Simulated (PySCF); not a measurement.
# C7H6O: the cost of one run

Programs: PySCF 2.14.0, with routines of our own; each step states its level. All values are computed. Atoms count from 0.

### Step 1. The starting structure

14 atoms, charge 1, multiplicity 2; geometry from: GFN2-xTB.

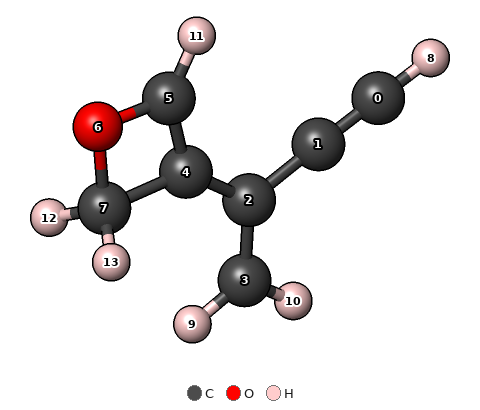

The starting geometry (carbon dark grey, oxygen red, hydrogen pink).

### Step 2. Open-shell or spin-flip excitations: unrestricted TDA B3LYP/def2-SVPD

The job: settings as JSON, then the geometry in Å.

```
{"job": {"kind": "uabs", "xc": "B3LYP", "basis": "def2-SVPD", "nstates": 10, "tda": true}, "charge": 1, "multiplicity": 2}
C      1.700977    -1.122978    -2.250792
C      1.255788    -0.545256    -1.291225
C      0.764177     0.146892    -0.162074
C      1.599504     0.984842     0.542479
C     -0.581469    -0.040318     0.215631
C     -1.685424    -0.774506    -0.220539
O     -2.524741    -0.359002     0.696749
C     -1.501159     0.475213     1.300156
H      2.094452    -1.625762    -3.088760
H      1.251687     1.525947     1.407750
H      2.626642     1.116417     0.241791
H     -1.933107    -1.474535    -1.000972
H     -1.290983     0.162791     2.323627
H     -1.777024     1.529781     1.264013
```

Level: unrestricted TDA B3LYP/def2-SVPD, vertical, gas phase, core orbitals frozen in the response.

Command:

```bash
$ OMP_NUM_THREADS=1 python excited_run.py task.json out
```

One launch serves the whole session: the jobs run in the order shown.

Q: Estimate the wall time and peak memory of this first job on 1 thread of Intel Xeon at 2.50GHz, shared host.

About 2.9 min, with a peak of 0.72 GiB.
